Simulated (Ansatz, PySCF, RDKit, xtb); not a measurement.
**SiHSF: from the formula to a structure, part 1 of 2**

Task: start from the formula SiHSF, draw up candidate structures, narrow them down in stages, and characterise the one that lies lowest at 298.15 K.

The funnel: GFN2-xTB relaxations, single points with a density functional, relaxations at PBE0-D4/def2-TZVP, harmonic vibrations, and a last energy at a higher level. All values are calculated.

7 further runs of the same task are left out: 7 set aside as unsound or not needed.

### 1 Drawing up candidates

A program enumerates the bonding patterns with one Lewis structure each (two rings at most, one unusual centre or charged pair), with their diastereomers. O–O, O–halogen and N–halogen bonds and N–N–N chains are not drawn. That gives 5 candidates.

```
label      SMILES     spin
 c033  F[SH]=[Si]  triplet
 c127  F[SH]=[Si]  singlet
 c532    FS#[SiH]  singlet
 c915    F[SiH]=S  singlet
 c943  F[Si]#[SH]  singlet
```

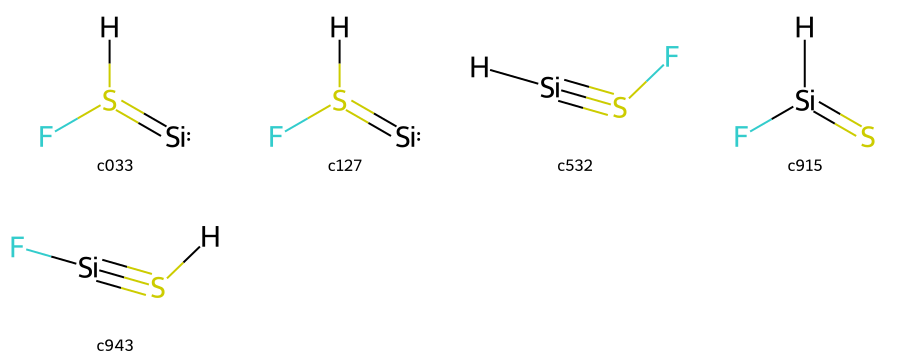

Structural formulas of the candidates.

Candidates are built by distance geometry, with a force field where one applies, in up to four conformers (letters a to d). 10 starts with atoms placed at random are added, to find patterns that the rules miss.

### 2 Search with GFN2-xTB

All 16 starts are relaxed the same way. One of them, c633 (atoms placed at random), in full:

File start.xyz:

```xyz
4
c633
F      0.084450     0.969620     0.021690
S      0.351180    -0.077320    -1.629350
Si    -0.358880    -1.434160    -0.038720
H      0.639640    -0.540220     0.416140
```

Command:

```console
xtb start.xyz --gfn 2 --opt
```

Output (excerpt; [...] marks lines left out):

```text
* xtb version 6.7.1
[...]
          :  # basis functions                  25          :
[...]
          :  # electrons                        18          :
[...]
          :  Hamiltonian                  GFN2-xTB          :
[...]
          :  net charge                          0          :
          :  unpaired electrons                  0          :
[...]
   *** convergence criteria satisfied after 14 iterations ***
[...]
   *** GEOMETRY OPTIMIZATION CONVERGED AFTER 15 ITERATIONS ***
[...]
   *** convergence criteria satisfied after 3 iterations ***
[...]
         ::                     SUMMARY                     ::
         :::::::::::::::::::::::::::::::::::::::::::::::::::::
         :: total energy             -10.169043458305 Eh    ::
         :: gradient norm              0.000243227943 Eh/a0 ::
         :: HOMO-LUMO gap              2.423170943069 eV    ::
         ::.................................................::
         :: SCC energy               -10.186497777152 Eh    ::
         :: -> isotropic ES            0.017462070776 Eh    ::
         :: -> anisotropic ES         -0.003975540528 Eh    ::
         :: -> anisotropic XC         -0.004476305316 Eh    ::
         :: -> dispersion             -0.002205477793 Eh    ::
         :: repulsion energy           0.017454318846 Eh    ::
         :: add. restraining           0.000000000000 Eh    ::
         :: total charge               0.000000000000 e     ::
         :::::::::::::::::::::::::::::::::::::::::::::::::::::
[...]
         9        2.0000           -0.3658349              -9.9549 (HOMO)
        10                         -0.2767850              -7.5317 (LUMO)
[...]
     #   Z          covCN         q      C6AA      α(0)
     1   9          0.784    -0.218    11.421     3.992
     2  16          1.658    -0.119   145.939    20.337
     3  14          1.788     0.384   185.034    28.908
     4   1          0.915    -0.047     4.031     3.140
[...]
     #   Z sym  total        # sym  WBO       # sym  WBO       # sym  WBO
 ---------------------------------------------------------------------------
     1   9      1.131 --     2      1.074
     2  16      2.287 --     3      1.168     1      1.074
     3  14      2.167 --     2      1.168     4      0.947
     4   1      0.998 --     3      0.947
 ---------------------------------------------------------------------------
[...]
molecular dipole:
                 x           y           z       tot (Debye)
 q only:       -0.170      -1.733       0.248
   full:       -0.056      -1.217       0.489       3.337
molecular quadrupole (traceless):
[...]
          | TOTAL ENERGY              -10.169043458305 Eh   |
          | GRADIENT NORM               0.000243227943 Eh/α |
          | HOMO-LUMO GAP               2.423170943069 eV   |
           -------------------------------------------------
[...]
```

Wall time 0.05 s (2 threads of Arm Neoverse V2, shared host).

### 3 Distinct minima at GFN2-xTB

15 of the 16 relaxations converged; 9 ended on a minimum already found. 6 distinct structures remain:

```csv
label,start,SMILES after,spin,energy (kcal/mol),note
c437,random and drawn,F[SiH]=S,singlet,0.0,
c943a,drawn and random,[F][Si][SH] ‡,singlet,28.5,
c459,random,[FH].[Si][S] ‡,singlet,64.8,fell apart
c532a,drawn and random,[F][S][SiH] ‡,singlet,77.3,
c633,random,[F][S][SiH] ‡,singlet,81.5,
c033b,drawn,[F][Si][SH] ‡,triplet,87.7,bonds changed
```

‡ marks the bonded skeleton alone, with all bonds drawn single: no Lewis structure was assigned that passes a check against the bond lengths.

GFN2-xTB has no spin polarisation, so it can't rank spin states and is rough for open shells.

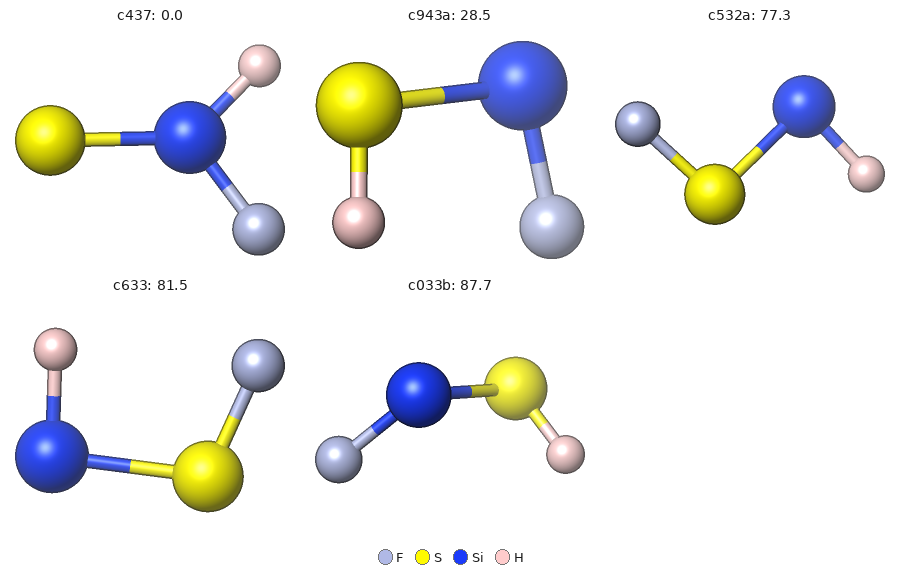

The 5 lowest minima that did not fall apart, with their GFN2-xTB energies in kcal/mol.

### 4 Single points on the low minima

A choice of the minima (the low ones first, few conformers of a pattern, up to a cap) and the lowest that fell apart get a single point at r2SCAN-D4/def2-SVP on the tight-binding geometry, and one at HF/STO-3G for comparison. The lowest singlets are also tried as triplets at the same geometry (label ending in t). The first, c437:

File input.yaml:

```yaml
crystal:
  periodic: [false, false, false]
  atoms:
    - {symbol: F, position_ang: [1.197085, 0.517266, -0.990276]}
    - {symbol: S, position_ang: [-0.693980, -1.676963, 0.284125]}
    - {symbol: Si, position_ang: [-0.276411, 0.059602, -0.551316]}
    - {symbol: H, position_ang: [-1.021303, 1.225885, -0.947903]}
basis:
  gaussian:
    orbitals: def2-SVP
scf:
  lower_state_search: off
hamiltonian:
  xc: r2scan
  dispersion: d4
```

Command:

```console
ansatz run input.yaml --threads 2 --pin off --max-ram 4350MiB --events-out events.jsonl --progress --plain --runs-dir runs
```

Output (excerpt; [...] marks lines left out):

```text
Warning: RAYON_NUM_THREADS=2 ignored (pool sized by the plan → 2); use --threads N
Functional definition: r2SCAN
  name "r2SCAN"
[...]
607 factors; their error is unknown
[...]
mean field -21437.11768438 eV, -787.7995443008 hartree, gradient 1.8e-6 eV, S^2 0.000000; 0 other end points of the search recorded, 0 dependent functions left out
reference -21437.11769097 eV, -787.7995445430 hartree; 20, 20 occupied and 35, 35 virtual orbitals, 607 factors
Total energy: -21437.13499223 eV, -787.8001803526 hartree
Checks for a lower state left out: stability, starts, cluster_reference, orbital_swaps, neighbouring_geometries, increment
```

It took 0.7 s on 2 threads of Arm Neoverse V2, shared host.

Relative energies in kcal/mol, each column from its lowest structure that stays in one piece:

```csv
label,SMILES,spin,GFN2-xTB,HF/STO-3G,r2SCAN-D4/def2-SVP
c437,F[SiH]=S,singlet,0.0,22.1,0.0
c943a,[F][Si][SH] ‡,singlet,28.5,0.0,8.2
c459,[FH].[Si][S] ‡,singlet,64.8,55.1,39.6
c943at,[F][Si][SH] ‡,triplet,–,–,67.4
c532a,[F][S][SiH] ‡,singlet,77.3,47.0,78.2
c633,[F][S][SiH] ‡,singlet,81.5,48.9,79.8
c437t,F[SiH]=S,triplet,–,–,82.2
c532at,[F][S][SiH] ‡,triplet,–,–,125.0
```

‡ marks the bonded skeleton alone, with all bonds drawn single: no Lewis structure was assigned that passes a check against the bond lengths.

### 5 Relaxing the best candidates

3 candidates are relaxed at PBE0-D4/def2-TZVP (chosen among the lowest in one piece, with other spins of them). The first, c437:

File input.yaml:

```yaml
crystal:
  periodic: [false, false, false]
  atoms:
    - symbol: F
      position_ang: [1.197085, 0.517266, -0.990276]
    - symbol: S
      position_ang: [-0.693980, -1.676963, 0.284125]
    - symbol: Si
      position_ang: [-0.276411, 0.059602, -0.551316]
    - symbol: H
      position_ang: [-1.021303, 1.225885, -0.947903]
basis:
  gaussian:
    orbitals: def2-TZVP
relax:
  f_tol: 0.003
hamiltonian:
  xc: {name: PBE0}
  dispersion: d4
scf:
  lower_state_search: off
```

Command:

```console
ansatz run input.yaml --threads 2 --pin off --max-ram 4350MiB --events-out events.jsonl --progress --plain --runs-dir runs
```

Output (excerpt; [...] marks lines left out):

```text
Warning: RAYON_NUM_THREADS=2 ignored (pool sized by the plan → 2); use --threads N
[...]
Functional definition: PBE0
  name "PBE0"
[...]
739 factors; their error is unknown
[...]
mean field -21440.05549700 eV, -787.9075069231 hartree, gradient 3.2e-6 eV, S^2 0.000000; 0 other end points of the search recorded, 0 dependent functions left out
[...]
reference -21440.05552070 eV, -787.9075077940 hartree; 20, 20 occupied and 91, 91 virtual orbitals, 739 factors
relax step   1: F+E_penalty+E_count = -21440.12421969 eV  Δ(F+E_penalty+E_count) = +0.000e0 eV  max|allowed force component| = 1.544e0 eV/Å  Δτ_max = 0.0000 Å  (15 SCF iters, accepted)
[...]
relax step   5: F+E_penalty+E_count = -21440.21115995 eV  Δ(F+E_penalty+E_count) = -5.734e-6 eV  max|allowed force component| = 3.003e-3 eV/Å  Δτ_max = 0.0005 Å  (13 SCF iters, accepted)
[...]
relax step   6: F+E_penalty+E_count = -21440.21116071 eV  Δ(F+E_penalty+E_count) = -7.628e-7 eV  max|allowed force component| = 5.202e-4 eV/Å  Δτ_max = 0.0004 Å  (12 SCF iters, accepted)
Total energy: -21440.21118446 eV, -787.9132283316 hartree
Atom 0 at     1.227791     0.500102    -0.987598 Å, force     0.000083     0.000372    -0.000165 eV/Å
Atom 1 at    -0.713043    -1.618732     0.261412 Å, force    -0.000226     0.000218    -0.000047 eV/Å
Atom 2 at    -0.226613     0.050969    -0.555490 Å, force     0.000074    -0.000520     0.000178 eV/Å
Atom 3 at    -1.082744     1.193451    -0.923695 Å, force     0.000070    -0.000069     0.000034 eV/Å
Dipole moment:    -0.089950     0.413248    -0.168431 e Å
Checks for a lower state left out: stability, starts, cluster_reference, orbital_swaps, neighbouring_geometries, increment
```

Run time: 5.4 s. Hardware: 2 threads of Arm Neoverse V2, shared host.

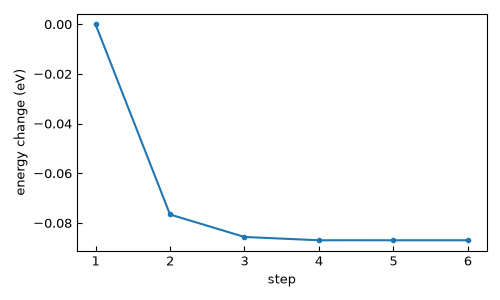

Energy along the run, all evaluated steps.

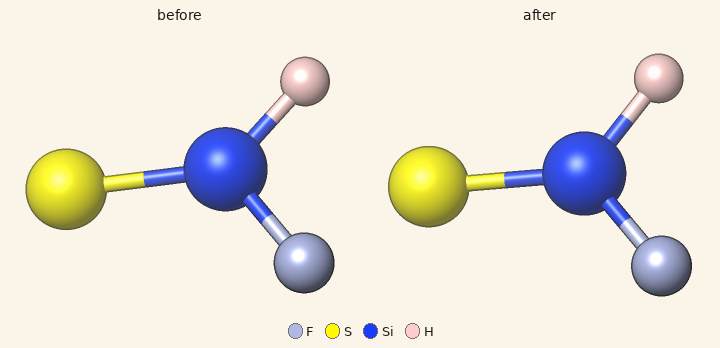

Before and after, at one scale.

After the run. Bond lengths: F1–Si3 1.582 Å, S2–Si3 1.921 Å, Si3–H4 1.474 Å. Angles: F1–Si3–S2 126.5°, F1–Si3–H4 104.2°, S2–Si3–H4 129.2°.

### 6 The relaxed candidates

```csv
label,spin,r2SCAN-D4/def2-SVP (kcal/mol),"PBE0-D4/def2-TZVP, relaxed (kcal/mol)",time
c437,singlet,0.0,0.0,5.4 s
c943a,singlet,8.2,8.5,5.4 s
c943at,triplet,67.4,55.3,32 s
```

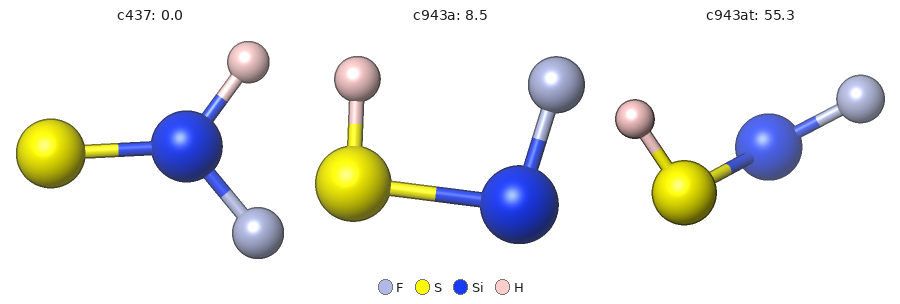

The relaxed structures, with energies at PBE0-D4/def2-TZVP in kcal/mol.

### 7 Are they minima? Harmonic frequencies

The lowest few in one piece go on as finalists. Harmonic vibrations at PBE0-D4/def2-TZVP test each finalist and give the zero-point energy and the thermal terms. The first, c437:

File input.yaml:

```yaml
crystal:
  periodic: [false, false, false]
  atoms:
    - {symbol: F, position_ang: [1.227791, 0.500102, -0.987598]}
    - {symbol: S, position_ang: [-0.713043, -1.618732, 0.261412]}
    - {symbol: Si, position_ang: [-0.226613, 0.050969, -0.555490]}
    - {symbol: H, position_ang: [-1.082744, 1.193451, -0.923695]}
basis:
  gaussian: {orbitals: def2-TZVP}
hamiltonian: {xc: pbe0, dispersion: d4}
scf: {lower_state_search: off}
phonons: {}
```

Command:

```console
ansatz run input.yaml --threads 2 --pin off --max-ram 4350MiB --events-out events.jsonl --progress --plain --runs-dir runs
```

Output (excerpt; [...] marks lines left out):

```text
Warning: RAYON_NUM_THREADS=2 ignored (pool sized by the plan → 2); use --threads N
Functional definition: PBE0
  name "PBE0"
[...]
739 factors; their error is unknown
[...]
mean field -21440.14204520 eV, -787.9106875108 hartree, gradient 2.7e-6 eV, S^2 0.000000; 0 other end points of the search recorded, 0 dependent functions left out
[...]
reference -21440.14206897 eV, -787.9106883843 hartree; 20, 20 occupied and 91, 91 virtual orbitals, 739 factors
[...]
739 factors; their error is unknown
mean field -21440.14195854 eV, -787.9106843262 hartree, gradient 1.4e-6 eV, S^2 0.000000; 0 other end points of the search recorded, 0 dependent functions left out
[...]
reference -21440.14198230 eV, -787.9106851994 hartree; 20, 20 occupied and 91, 91 virtual orbitals, 739 factors
[...]
739 factors; their error is unknown
[...]
739 factors; their error is unknown
[...]
mean field -21440.14204086 eV, -787.9106873512 hartree, gradient 9.1e-7 eV, S^2 0.000000; 0 other end points of the search recorded, 0 dependent functions left out
[...]
reference -21440.14206463 eV, -787.9106882247 hartree; 20, 20 occupied and 91, 91 virtual orbitals, 739 factors
Total energy: -21440.21118072 eV, -787.9132281945 hartree
Atom 0 at     1.227791     0.500102    -0.987598 Å, force     0.000107     0.000390    -0.000177 eV/Å
Atom 1 at    -0.713043    -1.618732     0.261412 Å, force    -0.000257     0.000130    -0.000003 eV/Å
Atom 2 at    -0.226613     0.050969    -0.555490 Å, force     0.000067    -0.000441     0.000144 eV/Å
Atom 3 at    -1.082744     1.193451    -0.923695 Å, force     0.000083    -0.000079     0.000036 eV/Å
Dipole moment:    -0.089950     0.413248    -0.168431 e Å
Vibrations: 278.34 524.20 702.01 854.94 970.62 2285.36 cm⁻¹, zero-point energy 0.348115 eV
Checks for a lower state left out: stability, starts, cluster_reference, orbital_swaps, neighbouring_geometries, increment
```

Wall time 18 s (2 threads of Arm Neoverse V2, shared host).

### 8 Thermal terms of the finalists

At 298.15 K and 1 atm, ideal gas, rigid rotor and harmonic oscillator:

```csv
label,SMILES,spin,point group,lowest mode (cm⁻¹),zero-point (kcal/mol),G − E (kcal/mol)
c437,F[SiH]=S,singlet,Cs,278,8.0,-8.6
c943a,[F][Si][SH] ‡,singlet,Cs,256,7.5,-9.4
c943at,[F][Si][SH] ‡,triplet,C1,207,7.5,-10.5
```

Chiral structures get −RT ln 2 for their mirror image.

‡ marks the bonded skeleton alone, with all bonds drawn single: no Lewis structure was assigned that passes a check against the bond lengths.

### 9 Last filter: a higher level

Each finalist gets a single point at CCSD(T)/def2-TZVPP.

c437, CCSD(T)/def2-TZVPP:

input.yaml, as its differences from that of step 7:

```diff
@@ -8,5 +8,6 @@
 basis:
-  gaussian: {orbitals: def2-TZVP}
-hamiltonian: {xc: pbe0, dispersion: d4}
-scf: {lower_state_search: off}
-phonons: {}
+  gaussian:
+    orbitals: def2-TZVPP
+correlation:
+  method: ccsd_t
+  frozen_orbitals: {Si: 5, H: 0, F: 1, S: 5}
```

Command:

```console
ansatz run input.yaml --threads 2 --pin off --max-ram 4350MiB --events-out events.jsonl --progress --plain --runs-dir runs
```

Output (excerpt; [...] marks lines left out):

```text
Warning: RAYON_NUM_THREADS=2 ignored (pool sized by the plan → 2); use --threads N
Functional definition: HF
  name "HF"
[...]
769 factors; integrals over basis functions are off by at most 1.2e-3 eV
[...]
mean field -21405.24953178 eV, -786.6284112937 hartree, gradient 9.0e-6 eV, S^2 0.000000; 0 other end points of the search recorded, 0 dependent functions left out
11 core orbitals not correlated: weight in the atoms' cores, before any rotation towards them, 1.000 or more for the frozen orbitals, at most 0.000 for the correlated occupied ones
reference -21405.24953178 eV, -786.6284112937 hartree; 9, 9 occupied and 109, 109 virtual orbitals, 769 factors
second order -14.37929468 eV of doubles, -0.00000000 eV of singles
cycle   1  -14.54047674 eV  change   -1.6e-1 eV  update   9.2e-2
[...]
cycle  10  -14.96442131 eV  change    7.1e-6 eV  update   1.0e-5
perturbative correction -0.61592003 eV, -0.0226346435 hartree
Total energy: -21420.82987312 eV, -787.2009782773 hartree
```

Wall time 6 s (2 threads of Arm Neoverse V2, shared host); peak memory 0.58 GiB.

### 10 c943a at CCSD(T)/def2-TZVPP

File input.yaml:

```yaml
crystal:
  periodic: [false, false, false]
  atoms:
    - {symbol: F, position_ang: [-1.695518, -0.801591, -3.320694]}
    - {symbol: S, position_ang: [0.507193, -2.154016, -1.989750]}
    - {symbol: Si, position_ang: [-1.347569, -2.358965, -3.065791]}
    - {symbol: H, position_ang: [0.516854, -0.808948, -2.028808]}
basis:
  gaussian: {orbitals: def2-TZVPP}
magnetization: {spin_polarized: false, initial_magnetization: 0}
correlation: {method: ccsd_t, frozen_orbitals: {Si: 5, H: 0, F: 1, S: 5}}
```

Command:

```console
ansatz run input.yaml --threads 2 --pin off --max-ram 4350MiB --events-out events.jsonl --progress --plain --runs-dir runs
```

Output (excerpt; [...] marks lines left out):

```text
Warning: RAYON_NUM_THREADS=2 ignored (pool sized by the plan → 2); use --threads N
Functional definition: HF
  name "HF"
[...]
771 factors; integrals over basis functions are off by at most 1.2e-3 eV
[...]
mean field -21404.80977626 eV, -786.6122505765 hartree, gradient 1.2e-6 eV, S^2 0.000000; 0 other end points of the search recorded, 0 dependent functions left out; unrestricted orbitals would lower it
11 core orbitals not correlated: weight in the atoms' cores, before any rotation towards them, 1.000 or more for the frozen orbitals, at most 0.000 for the correlated occupied ones
reference -21404.80977626 eV, -786.6122505765 hartree; 9, 9 occupied and 109, 109 virtual orbitals, 771 factors
second order -14.29169520 eV of doubles, -0.00000000 eV of singles
cycle   1  -14.58634237 eV  change   -2.9e-1 eV  update   9.6e-2
[...]
cycle  10  -15.04552643 eV  change    1.5e-5 eV  update   1.5e-5
perturbative correction -0.59884718 eV, -0.0220072278 hartree
Total energy: -21420.45414987 eV, -787.1871707024 hartree
```

Wall time 3.6 s (2 threads of Arm Neoverse V2, shared host); peak memory 0.46 GiB.

For c943a the log finds that unrestricted Hartree-Fock orbitals lie lower, a sign to watch the closed-shell reference there.

### 11 Putting it together

Energies in kcal/mol from c437; G adds the thermal terms to the CCSD(T)/def2-TZVPP energy. The columns left of the relaxed level are at the tight-binding geometries.

```csv
label,SMILES,spin,r2SCAN-D4/def2-SVP,PBE0-D4/def2-TZVP,HF/def2-TZVPP,MP2/def2-TZVPP,CCSD(T)/def2-TZVPP,G,share at equilibrium,T1
c437,F[SiH]=S,singlet,0.0,0.0,0.0,0.0,0.0,0.0,100.0 %,0.015
c943a,[F][Si][SH] ‡,singlet,8.2,8.5,10.1,12.2,8.7,7.9,< 0.1 %,0.015
c943at,[F][Si][SH] ‡,triplet,67.4,55.3,44.1,62.2,60.6,58.7,< 0.1 %,0.019
```

‡ marks the bonded skeleton alone, with all bonds drawn single: no Lewis structure was assigned that passes a check against the bond lengths.

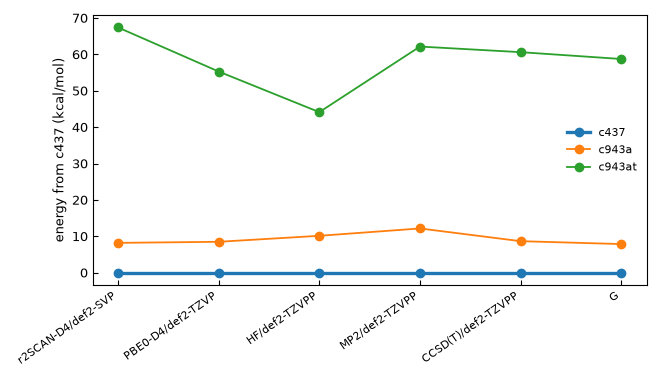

The finalists at each level, measured from c437.

Lowest found: c437, `F[SiH]=S`, a singlet of point group Cs. Bond lengths: F1–Si3 1.582 Å, S2–Si3 1.921 Å, Si3–H4 1.474 Å. Angles: F1–Si3–S2 126.5°, F1–Si3–H4 104.2°, S2–Si3–H4 129.2°.

```xyz
4

F     1.2278    0.5001   -0.9876
S    -0.7130   -1.6187    0.2614
Si   -0.2266    0.0510   -0.5555
H    -1.0827    1.1935   -0.9237
```

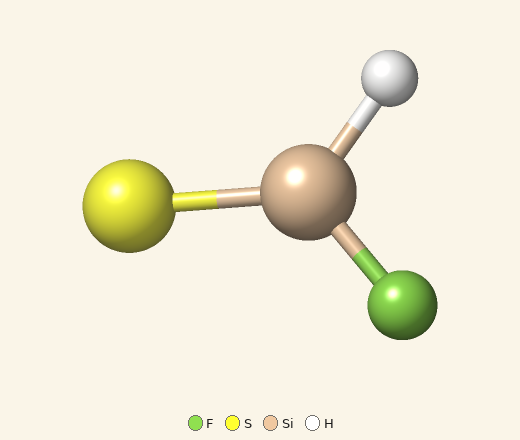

The lowest structure found, seen from a chosen angle (fluorine green, sulfur yellow, silicon light orange, hydrogen white).

### 12 Density, orbitals and dipole (PBE0/def2-TZVPD)

File input.yaml:

```yaml
crystal:
  periodic: [false, false, false]
  atoms:
    - {symbol: F, position_ang: [1.227791, 0.500102, -0.987598]}
    - {symbol: S, position_ang: [-0.713043, -1.618732, 0.261412]}
    - {symbol: Si, position_ang: [-0.226613, 0.050969, -0.555490]}
    - {symbol: H, position_ang: [-1.082744, 1.193451, -0.923695]}
basis:
  gaussian: {orbitals: def2-TZVPD}
hamiltonian: {xc: pbe0}
output: {forces: true, orbitals: {seedname: orbitals}}
```

Command:

```console
ansatz run input.yaml --threads 2 --pin off --max-ram 4350MiB --events-out events.jsonl --progress --plain --runs-dir runs
```

Output (excerpt; [...] marks lines left out):

```text
Warning: RAYON_NUM_THREADS=2 ignored (pool sized by the plan → 2); use --threads N
Functional definition: PBE0
  name "PBE0"
[...]
859 factors; their error is unknown
[...]
mean field -21440.17607235 eV, -787.9119379857 hartree, gradient 7.6e-6 eV, S^2 0.000000; 0 other end points of the search recorded, 0 dependent functions left out
[...]
reference -21440.17611385 eV, -787.9119395105 hartree; 20, 20 occupied and 118, 118 virtual orbitals, 859 factors
Total energy: -21440.17611385 eV, -787.9119395105 hartree
Atom 0 at     1.227791     0.500102    -0.987598 Å, force     0.021221     0.006168    -0.006122 eV/Å
Atom 1 at    -0.713043    -1.618732     0.261412 Å, force    -0.005278    -0.018072     0.008857 eV/Å
Atom 2 at    -0.226613     0.050969    -0.555490 Å, force    -0.014095     0.010116    -0.002255 eV/Å
Atom 3 at    -1.082744     1.193451    -0.923695 Å, force    -0.001849     0.001788    -0.000480 eV/Å
Dipole moment:    -0.092226     0.412847    -0.167888 e Å
```

Wall time 1.7 s (2 threads of Arm Neoverse V2, shared host).

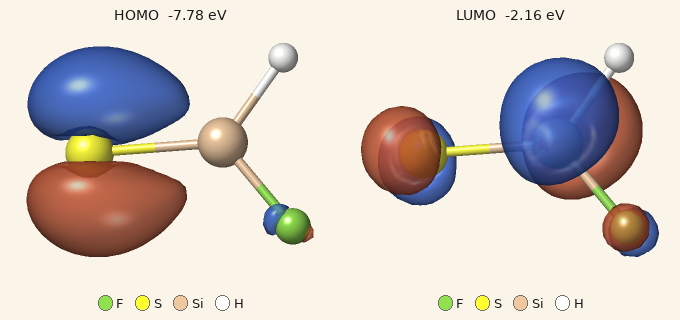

Frontier orbitals of this run, surfaces at ±0.2 Å^-3/2.

(Continued in part 2 of 2.)
